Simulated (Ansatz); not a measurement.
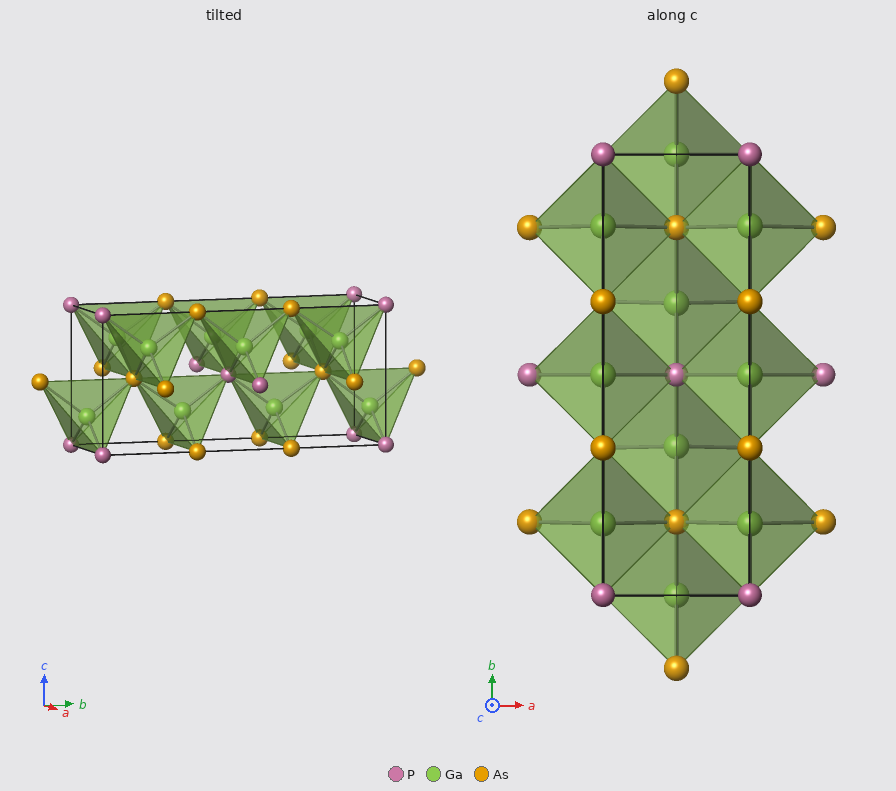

Shown here is a polyhedral view of the crystal, taken slightly off an axis and along the c axis. The conventional unit cell is outlined; an atom on or near a face, edge or corner is repeated at each equivalent position. Some neighbours outside the box are added.

Ga3As2P, space group Imm2 (No. 44), a = 3.955 Å, b = 11.865 Å, c = 5.593 Å, α = 90.00°, β = 90.00°, γ = 90.00°. Its origin is a structure type filled with these elements by a generator (whether the compound takes this form wasn't checked). Earlier steps of the study, as a rule a relaxation of our own, may have changed the cell and positions, so they can lie some per cent off the listed ones. It went into a calculation with Ansatz.

This one geometry was computed with Ansatz (DFT, plane waves, PAW) at five levels of theory: r2SCAN, HSE06, PBE, PBE with spin-orbit coupling and PBE0. It was relaxed beforehand with r2SCAN.

Which level gives the highest pressure at this volume, and what does that say about its equilibrium volume?

Highest: PBE (2.7 GPa) and PBE with spin-orbit coupling (2.7 GPa), which points to the largest equilibrium volume. Lowest, with the smallest volume: r2SCAN (0.0 GPa) and PBE0 (0.4 GPa). Levels within 0.5 GPa of each other can't be told apart.

How does the band gap change with the level of theory?

PBE with spin-orbit coupling: a gap of 0.80 eV, direct; PBE: a gap of 0.87 eV, direct; r2SCAN: a gap of 1.38 eV, direct; HSE06: a gap of 1.80 eV, direct; PBE0: a gap of 2.42 eV, direct.

Collect the results in a table.

| level | cutoff (eV) | k-mesh of the run's cell | gap (eV) | pressure (GPa) |
| --- | --- | --- | --- | --- |
| r2SCAN | 500 | 8×8×8 | 1.38 | 0.0 |
| HSE06 | 420 | 4×4×4 | 1.80 | 0.7 |
| PBE | 420 | 8×8×8 | 0.87 | 2.7 |
| PBE with spin-orbit coupling | 420 | 8×8×8 | 0.80 | 2.7 |
| PBE0 | 420 | 4×4×4 | 2.42 | 0.4 |

Gaps are taken on the k-mesh or band path of each run.
